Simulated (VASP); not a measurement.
Band structure of PbS (relaxed from the layer:h-BN structure). All values below come from r2SCAN meta-GGA, VASP's PBE PAW potentials (set 64) (plane waves; VASP).

The cell holds a wide vacuum, so values per volume refer to the whole cell. Unless said otherwise, spin-orbit coupling is left out, though it shifts the bands of the heavy elements here.

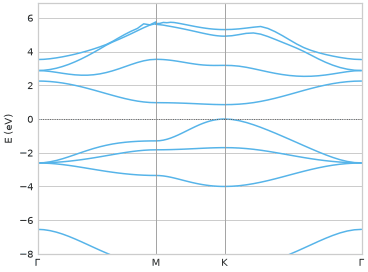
Figure: Bands along high-symmetry lines, zero at the valence-band maximum or, without a gap, the Fermi level

Q: Read the plot: is there a gap, and where are the band edges?

A: The gap is direct, 0.85 eV, from the valence maximum at K to the conduction minimum at K.

The cell is a sheet with vacuum, built from a generated structure.
